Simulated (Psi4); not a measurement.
# One shape, several levels: triplet C2H7NSi

We compute a comparison of 4 runs (UHF/STO-3G, UHF/3-21G, UB3LYP/6-31G*) of triplet C2H7NSi. 

The calculation is run with Psi4 1.11.

2 further runs of the same task are left out: 2 set aside as unsound or not needed.

### 1 Starting point

C2H7NSi: 11 atoms, total charge 0, spin state triplet. SMILES of the parent species: `C=NC[SiH3]`. Geometry: relaxed at PBE0-D4/def2-TZVP. That shape belongs to the parent species and isn't relaxed for this state.

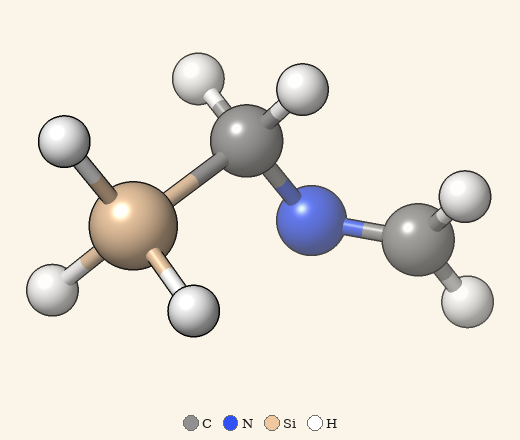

The structure, seen from a chosen angle (carbon grey, nitrogen blue, silicon light orange, hydrogen white).

### 2 Energy and forces at UHF/STO-3G (run 1)

job.json

```json
{
  "schema_name": "qcschema_input",
  "schema_version": 1,
  "molecule": {
    "schema_name": "qcschema_molecule",
    "schema_version": 2,
    "symbols": ["C", "N", "C", "Si", "H", "H", "H", "H", "H", "H", "H"],
    "geometry": [-1.20829088, 3.53246504, 0.68767134, -1.88708051, 1.3475637, 0.03401507, -0.56502811, -0.78801579, 1.06315992, 1.33471356, -2.37614163, -1.51688316, -2.16543717, 5.16556636, -0.11943069, 0.31539529, 3.89094609, 2.05337641, -1.94622894, -2.17583066, 1.73457961, 0.69012798, -0.30556871, 2.65412034, 3.26847031, -0.58827174, -2.49424951, -0.33977276, -3.18040907, -3.61788067, 2.62653034, -4.63001798, -0.43917235],
    "molecular_charge": 0,
    "molecular_multiplicity": 3,
    "fix_symmetry": "c1",
    "fix_com": true,
    "fix_orientation": true
  },
  "driver": "gradient",
  "model": {
    "method": "hf",
    "basis": "STO-3G"
  },
  "keywords": {
    "reference": "uhf",
    "puream": true,
    "e_convergence": 1e-09,
    "d_convergence": 1e-08,
    "scf_type": "pk",
    "maxiter": 100,
    "scf_properties": ["MULLIKEN_CHARGES", "QUADRUPOLE", "LOWDIN_CHARGES"]
  }
}
```

The run is started by

```bash
psi4 --qcschema job.json -n 1 --memory 1600MB
```

stdout:

```text
[...]
  Running in c1 symmetry.
[...]
  Nuclear repulsion =  156.461324329471267
[...]
  Multiplicity = 3
[...]
  Nalpha       = 21
  Nbeta        = 19
[...]
    Number of basis functions: 31
[...]
   @UHF iter   1:  -417.93375527511103   -3.20807e+00   8.80161e-03 ADIIS/DIIS
[...]
   @UHF iter  23:  -418.04730839235884   -2.16005e-12   4.13476e-09 DIIS
[...]
   @S^2 Observed:                2.007449452E+00
[...]
  @UHF Final Energy:  -418.04730839235884
   => Energetics <=
    Nuclear Repulsion Energy =            156.4613243294712674
    One-Electron Energy =                -888.2055634523080698
    Two-Electron Energy =                 313.6969307304779591
    Total Energy =                       -418.0473083923588433
  UHF NO Occupations:
  HONO-2 :   19  A 1.9980210
  HONO-1 :   20  A 1.0000000
[...]
 Multipole Moments:
 ------------------------------------------------------------------------------------
     Multipole            Electronic (a.u.)      Nuclear  (a.u.)        Total (a.u.)
 ------------------------------------------------------------------------------------
 L = 1.  Multiply by 2.5417464519 to convert [e a0] to [Debye]
 Dipole X            :          2.9432744           -2.7144026            0.2288718
 Dipole Y            :          8.7369443           -9.1899271           -0.4529828
 Dipole Z            :         10.7923386          -10.7219281            0.0704106
 Magnitude           :                                                    0.5123801
 L = 2.  Multiply by 1.3450342976 to convert [e a0^2] to [Debye ang]
 Quadrupole XX       :       -111.1237672           87.2929770          -23.8307901
 Quadrupole XY       :        104.8794293         -104.0770073            0.8024220
[...]
  -Total Gradient:
     Atom            X                  Y                   Z
    ------   -----------------  -----------------  -----------------
       1       -0.042518144565    -0.248368698241    -0.037851525670
       2        0.030400274118     0.163043469643     0.007202009869
       3       -0.004393235390     0.076511203473     0.024455690617
       4       -0.025753139470     0.017666512179     0.017098937033
       5       -0.008615837925     0.006778704487    -0.003226433316
       6        0.019507280456     0.012216379880     0.011042037706
       7       -0.004274737865    -0.003011834493    -0.007166035964
       8        0.015417095871    -0.009992742807     0.010577600479
       9        0.023256207995     0.021528091984    -0.011145363041
      10       -0.018326721889    -0.009920603974    -0.025208626720
      11        0.015300958657    -0.026450482129     0.014221709010
[...]
```

Run time: 1.6 s. Hardware: 1 thread of Intel Xeon 6975P-C (Granite Rapids), shared host; peak memory 0.18 GiB.

### 3 Energy and forces at UHF/3-21G (run 2)

c2h7nsi.xyz

```xyz
11
C2H7NSi
C     -0.639400     1.869300     0.363900
N     -0.998600     0.713100     0.018000
C     -0.299000    -0.417000     0.562600
Si     0.706300    -1.257400    -0.802700
H     -1.145900     2.733500    -0.063200
H      0.166900     2.059000     1.086600
H     -1.029900    -1.151400     0.917900
H      0.365200    -0.161700     1.404500
H      1.729600    -0.311300    -1.319900
H     -0.179800    -1.683000    -1.914500
H      1.389900    -2.450100    -0.232400
```

c2h7nsi.py

```python
import psi4

psi4.set_memory('1600 MB')
psi4.set_num_threads(1)
psi4.core.set_output_file('psi4.out', False)

with open('c2h7nsi.xyz') as f:
    atoms = ''.join(f.readlines()[2:])
geom = psi4.geometry('0 3\n' + atoms + 'symmetry c1\nno_reorient\nno_com')

options = {'reference': 'uhf', 'puream': True, 'e_convergence': 1e-09, 'd_convergence': 1e-08, 'scf_type': 'pk', 'maxiter': 100}
psi4.set_options(options)

e, wfn = psi4.gradient("scf/3-21G", return_wfn=True)
psi4.oeprop(wfn, "LOWDIN_CHARGES", "MULLIKEN_CHARGES", "DIPOLE", title="SCF")
print('gradient / Eh bohr^-1')
print(e.np.round(6))
print(f'energy = {wfn.energy():.10f} Eh')
for k, v in sorted(psi4.core.scalar_variables().items()):
    print(f'{k:45s} {v:18.10f}')
```

The run is started by

```bash
python c2h7nsi.py
```

psi4.out:

```text
[...]
  Running in c1 symmetry.
[...]
  Nuclear repulsion =  156.461324267341780
[...]
  Multiplicity = 3
[...]
  Nalpha       = 21
  Nbeta        = 19
[...]
    Number of basis functions: 54
[...]
   @UHF iter   1:  -420.65021981827960   -7.04291e-01   4.76724e-03 ADIIS/DIIS
[...]
   @UHF iter  20:  -420.73093592869458   -1.19371e-12   6.06378e-09 DIIS
[...]
   @S^2 Observed:                2.014056867E+00
[...]
  @UHF Final Energy:  -420.73093592869458
   => Energetics <=
    Nuclear Repulsion Energy =            156.4613242673417801
    One-Electron Energy =                -888.9449016173368818
    Two-Electron Energy =                 311.7526414213005523
    Total Energy =                       -420.7309359286945778
  UHF NO Occupations:
  HONO-2 :   19  A 1.9971952
  HONO-1 :   20  A 1.0000000
[...]
  -Total Gradient:
     Atom            X                  Y                   Z
    ------   -----------------  -----------------  -----------------
       1       -0.015886158941    -0.179443114505    -0.016644947441
       2       -0.006521693155     0.106895537330    -0.011629937747
       3        0.019057442452     0.057630993419     0.005878014908
       4       -0.013912516189     0.006130078794     0.009376226910
       5       -0.007987257791     0.007335910459    -0.006288657969
       6        0.016306190566     0.010906905561     0.013367060511
       7       -0.006271641543    -0.003675725760    -0.005761631132
       8        0.015585160751    -0.008427813202     0.009858764447
       9       -0.000105856438     0.000547577062     0.000870388363
      10        0.000927696681     0.000027026062    -0.000021767833
      11       -0.001191366393     0.002072624778     0.000996486984
[...]
 Multipole Moments:
 ------------------------------------------------------------------------------------
     Multipole            Electronic (a.u.)      Nuclear  (a.u.)        Total (a.u.)
 ------------------------------------------------------------------------------------
 L = 1.  Multiply by 2.5417464519 to convert [e a0] to [Debye]
 Dipole X            :          2.8676625           -2.7144026            0.1532599
 Dipole Y            :          8.8337410           -9.1899271           -0.3561862
 Dipole Z            :         11.0380876          -10.7219281            0.3161595
 Magnitude           :                                                    0.5003139
[...]
```

Standard output:

```text
gradient / Eh bohr^-1
[[-1.58860e-02 -1.79443e-01 -1.66450e-02]
 [-6.52200e-03  1.06896e-01 -1.16300e-02]
 [ 1.90570e-02  5.76310e-02  5.87800e-03]
 [-1.39130e-02  6.13000e-03  9.37600e-03]
 [-7.98700e-03  7.33600e-03 -6.28900e-03]
 [ 1.63060e-02  1.09070e-02  1.33670e-02]
 [-6.27200e-03 -3.67600e-03 -5.76200e-03]
 [ 1.55850e-02 -8.42800e-03  9.85900e-03]
 [-1.06000e-04  5.48000e-04  8.70000e-04]
 [ 9.28000e-04  2.70000e-05 -2.20000e-05]
 [-1.19100e-03  2.07300e-03  9.96000e-04]]
energy = -420.7309359287 Eh
CURRENT ENERGY                                   -420.7309359287
CURRENT REFERENCE ENERGY                         -420.7309359287
DD SOLVATION ENERGY                                 0.0000000000
HF KINETIC ENERGY                                 420.5460304431
HF POTENTIAL ENERGY                              -841.2769663718
HF TOTAL ENERGY                                  -420.7309359287
HF VIRIAL RATIO                                     2.0004396795
NUCLEAR REPULSION ENERGY                          156.4613242673
ONE-ELECTRON ENERGY                              -888.9449016173
PCM POLARIZATION ENERGY                             0.0000000000
PE ENERGY                                           0.0000000000
SCF ITERATION ENERGY                             -420.7309359287
SCF ITERATIONS                                     20.0000000000
SCF TOTAL ENERGY                                 -420.7309359287
TWO-ELECTRON ENERGY                               311.7526414213
```

Wall time 1.9 s (1 thread of Intel Xeon 6975P-C (Granite Rapids), shared host); peak memory 0.19 GiB.

Run 3 isn't shown in full; the table further down has it.

### 4 Energy and gradient at UB3LYP/6-31G(d) (Cartesian functions) (run 4)

job.py

```python
import psi4

psi4.set_memory(1600000000)
psi4.set_num_threads(1)
psi4.core.set_output_file('run.log', False)

molecule = psi4.geometry("""
0 3
C
N 1 1.259154
C 2 1.436369 1 118.64263
Si 3 1.892338 2 109.54881 1 -110.82694
H 1 1.088944 2 119.22832 3 178.40439
H 1 1.099273 5 117.52066 2 -179.79142
H 3 1.095352 2 108.99531 1 132.52285
H 3 1.102332 7 108.03538 2 123.91104
H 4 1.486521 3 109.51632 7 -179.46645
H 4 1.484051 9 109.44438 3 121.31105
H 4 1.488316 10 109.35952 9 -119.45879
symmetry c1
no_reorient
no_com
""")

psi4.set_options({
    'basis': '6-31G*',
    'reference': 'uks',
    'puream': False,
    'e_convergence': 1e-09,
    'd_convergence': 1e-08,
    'scf_type': 'pk',
    'dft_radial_points': 99,
    'dft_spherical_points': 590,
    'maxiter': 100,
})

e_tot = psi4.gradient("b3lyp")
print('gradient / Eh bohr^-1')
print(e_tot.np.round(6))
for k, v in sorted(psi4.core.scalar_variables().items()):
    print(f'{k:45s} {v:18.10f}')
```

The run is started by

```bash
python job.py
```

run.log:

```text
[...]
  Running in c1 symmetry.
[...]
  Nuclear repulsion =  156.461335807786867
[...]
  Multiplicity = 3
[...]
  Nalpha       = 21
  Nbeta        = 19
[...]
    Number of basis functions: 78
[...]
   @UKS iter   1:  -424.23176391431264   -2.19230e-01   8.33738e-03 DIIS/ADIIS
[...]
   @UKS iter  18:  -424.47170509035868   -7.95808e-13   1.96394e-09 DIIS
[...]
   @S^2 Observed:                2.005184069E+00
[...]
  @UKS Final Energy:  -424.47170509035868
   => Energetics <=
    Nuclear Repulsion Energy =            156.4613358077868668
    One-Electron Energy =                -892.4862583593308045
    Two-Electron Energy =                 344.8920475025682890
    DFT Exchange-Correlation Energy =     -33.3388300413830621
    Empirical Dispersion Energy =           0.0000000000000000
    VV10 Nonlocal Energy =                  0.0000000000000000
    Total Energy =                       -424.4717050903586824
[...]
 Multipole Moments:
 ------------------------------------------------------------------------------------
     Multipole            Electronic (a.u.)      Nuclear  (a.u.)        Total (a.u.)
 ------------------------------------------------------------------------------------
 L = 1.  Multiply by 2.5417464519 to convert [e a0] to [Debye]
 Dipole X            :          0.5493704           -0.3579431            0.1914273
 Dipole Y            :          1.3254186           -1.7138250           -0.3884064
 Dipole Z            :          0.6564070           -0.5659005            0.0905064
 Magnitude           :                                                    0.4423747
[...]
  -Total Gradient:
     Atom            X                  Y                   Z
    ------   -----------------  -----------------  -----------------
       1        0.005659995256    -0.044152676515     0.133667715558
       2       -0.016200415969     0.060909261011    -0.083443146953
       3        0.008313663533    -0.016779831038    -0.046813306905
       4        0.008813855326     0.007234440718    -0.000877559488
       5        0.004467894589     0.002802287222     0.004165310292
       6       -0.005195508649    -0.005278345347    -0.007921289019
       7       -0.005195686985     0.005850753281    -0.000058440483
       8       -0.002292809577    -0.010629997970     0.004793637840
       9        0.000574835495    -0.000488448771    -0.000655254021
      10       -0.000875281745    -0.000468717744    -0.000545640410
      11        0.001927343797     0.001004279148    -0.002310787762
[...]
```

On the terminal:

```text
gradient / Eh bohr^-1
[[ 5.66000e-03 -4.41530e-02  1.33668e-01]
 [-1.62000e-02  6.09090e-02 -8.34430e-02]
 [ 8.31400e-03 -1.67800e-02 -4.68130e-02]
 [ 8.81400e-03  7.23400e-03 -8.78000e-04]
 [ 4.46800e-03  2.80200e-03  4.16500e-03]
 [-5.19600e-03 -5.27800e-03 -7.92100e-03]
 [-5.19600e-03  5.85100e-03 -5.80000e-05]
 [-2.29300e-03 -1.06300e-02  4.79400e-03]
 [ 5.75000e-04 -4.88000e-04 -6.55000e-04]
 [-8.75000e-04 -4.69000e-04 -5.46000e-04]
 [ 1.92700e-03  1.00400e-03 -2.31100e-03]]
CURRENT ENERGY                                   -424.4717050904
CURRENT REFERENCE ENERGY                         -424.4717050904
DD SOLVATION ENERGY                                 0.0000000000
DFT FUNCTIONAL TOTAL ENERGY                      -424.4717050904
DFT TOTAL ENERGY                                 -424.4717050904
DFT VV10 ENERGY                                     0.0000000000
DFT XC ENERGY                                     -33.3388300414
GRID ELECTRONS ALPHA                               21.0000023800
GRID ELECTRONS BETA                                19.0000016510
GRID ELECTRONS TOTAL                               40.0000040310
NUCLEAR REPULSION ENERGY                          156.4613358078
ONE-ELECTRON ENERGY                              -892.4862583593
PCM POLARIZATION ENERGY                             0.0000000000
PE ENERGY                                           0.0000000000
SCF ITERATION ENERGY                             -424.4717050904
SCF ITERATIONS                                     18.0000000000
SCF TOTAL ENERGY                                 -424.4717050904
TWO-ELECTRON ENERGY                               344.8920475026
XC GRID RADIAL POINTS                              99.0000000000
XC GRID SPHERICAL POINTS                          590.0000000000
XC GRID TOTAL POINTS                           607904.0000000000
```

Wall time 35 s (1 thread of Intel Xeon 6975P-C (Granite Rapids), shared host); peak memory 0.9 GiB.

### 5 The series

```
run                                level      task         integration grid  energy (Eh)  dipole moment (D)  HOMO energy (eV)   ⟨S²⟩  wall time
  1                           UHF/STO-3G  gradient                        –  -418.047308               1.30             -4.56  2.007      1.6 s
  2                            UHF/3-21G  gradient                        –  -420.730936               1.27             -6.42  2.014      1.9 s
  3  UB3LYP/6-31G* (spherical functions)    energy  99 radial × 590 angular  -424.467261               1.12             -2.56  2.005       30 s
  4  UB3LYP/6-31G* (Cartesian functions)  gradient  99 radial × 590 angular  -424.471705               1.12             -2.56  2.005       35 s
```

### 6 Summary of results

| quantity | value |
| --- | --- |
| run 4: total energy | -424.47171 Eh |
| run 4: dipole moment | 1.12 D |
| run 4: HOMO energy (highest over α and β) | -2.56 eV |
| run 4: ⟨S²⟩ | 2.005 |
| run 4: largest force on an atom | 7.245 eV/Å |

**Reading.** The dipole moment (its size) runs from 1.12 D (UB3LYP/6-31G*) to 1.30 D (UHF/STO-3G). The two ends differ in method and basis. In run 1 the basis is minimal, so the values are rough. All runs together took 69 s, the longest 35 s.
